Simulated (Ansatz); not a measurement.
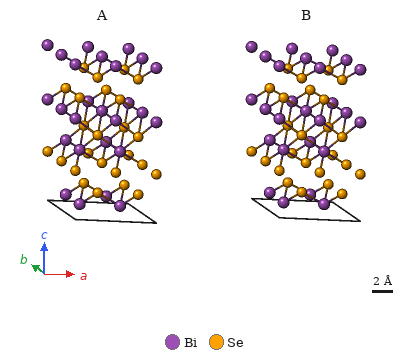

Two geometries of a slab of composition Bi₄Se₅ (cut from the R-3m phase), drawn at one scale. One is the start of a relaxation, the other its converged end. Style: ball-and-stick. Shown: the 2 × 2 repeat of the cell, outlined in the plane, without the vacuum, slightly off an axis.

These are results of DFT PBE+D3(BJ), scalar-relativistic, plane waves, PAW in Ansatz 0.2.0, not measurements. (plane-wave cutoff 420 eV; k-point mesh 9 × 9 × 1; occupations gaussian; smearing width 0.05 eV; no spin polarisation; dipole correction; atoms relaxed in a fixed cell; force threshold 0.02 eV/Å; at most 60 steps)

Which geometry has the lower energy?

Structure B is the relaxed one. The slab is the (0 0 1) face of Bi2Se3. After 3 geometry steps the energy has fallen by 68.2 meV per cell of the calculation. The largest force component goes from 0.52 to 0.0094 eV/Å. The largest moves relative to the layer's centre, 0.18 Å, are those of Bi atoms. By element the largest moves are Bi 0.18 Å, Se 0.07 Å. The cell doesn't change. Near-neighbour distances that change, for instance: Bi–Se 2.863 → 2.802 Å, Bi–Se 3.069 → 3.062 Å, Bi–Se 2.863 → 2.867 Å. Bond angles that change, for instance: Bi–Se–Bi 92.7° → 95.3°, Se–Bi–Se 92.7° → 95.3°. The run took 68 s on 4 threads of AMD EPYC 7R13 Processor (Zen 3), with other jobs on the host, peak memory 1.4 GiB.
